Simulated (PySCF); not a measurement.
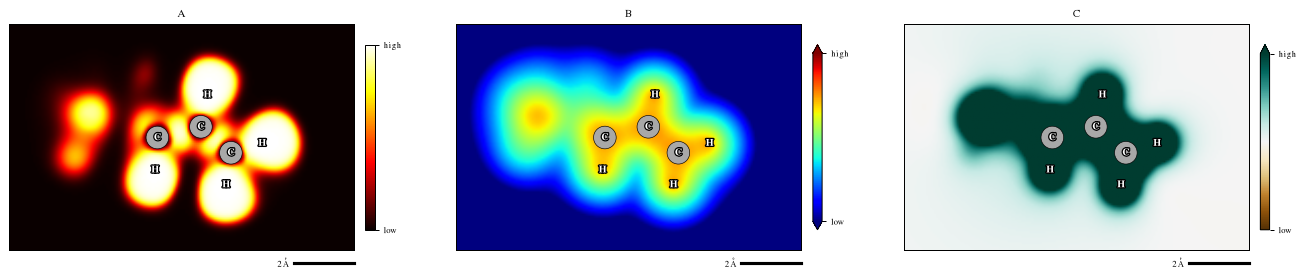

C$_{6}$H$_{11}$B: 3 fields on the plane of atoms C2, C1 and H8, with unlabelled colour scales. Grey discs cover the atomic cores.

Geometry: GFN2-xTB.

These are results of PBE0/pcSseg-1, SCF density, gas phase, non-relativistic in PySCF, not measurements.

The panels show electron density, electron localisation function and electrostatic potential in some order. Assign them.

Panel A: electron localisation function. Panel B: electron density. Panel C: electrostatic potential (strongly positive close to the atoms and fading to about zero outside). From the grid: C–C (1.32 Å): ρ is about 2.3 e/Å³ halfway; the ELF peaks at about 0.95 between the atoms; a short, multiple covalent bond. C–H (1.08 Å): the density is about 2 e/Å³ at the midpoint; the ELF climbs to about 1 towards the hydrogen, as it does in any bond to H (a covalent bond by its length).
